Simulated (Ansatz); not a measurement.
Relaxed WC (WC type, space group P-6m2):

```
WC
1.0
    5.82432     0.00000     0.00000
   -1.45608     2.52201     0.00000
    0.00000     0.00000     2.83623
W C
2 2
Direct
  0.00000   0.00000   0.00000
  0.50000   0.00000   0.00000
  0.33333   0.33333   0.50000
  0.83333   0.33333   0.50000
```

In this cell atom 1 (W, nearest neighbour C at 2.200 Å; its periodic images, 2.8 Å or more away, move with it) is moved by s towards the nearest neighbour, unit vector (0.000, -0.764, 0.645); all other atoms and the cell stay fixed.

These are r2SCAN (plane waves to 500 eV, PAW, scalar-relativistic; Ansatz, an electronic-structure program) values and carry that method's errors. k mesh 15×15×13 (Γ-centred), Fermi-Dirac smearing 0.05 eV. Energies are smeared free energies. Left out: 1 of 11 points, with atoms too close for the PAW data. With partly filled bands, energies and forces of such displacements shift with the k mesh and the smearing. Spin-orbit coupling is left out, though W is heavy. WC is run without spin polarisation. WC was relaxed with its symmetry unable to fall. The zero of ΔE is the undisplaced structure.

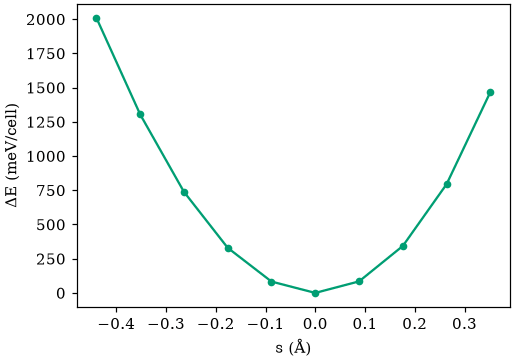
Fig. 1. ΔE (meV/cell) against s (Å); one marker a computed point.

Problem. Is the energy the same for displacements of ±0.352 Å, and if not, which side lies higher?

Solution. Not even: the positive side lies higher at ±0.352 Å.

Problem. What is the energy change at s = 0.352 Å?

Solution. About 1500 meV/cell.

(For displaced atoms, the force is minus the slope of the energy, and its curvature is a force constant, which sets phonon frequencies.)
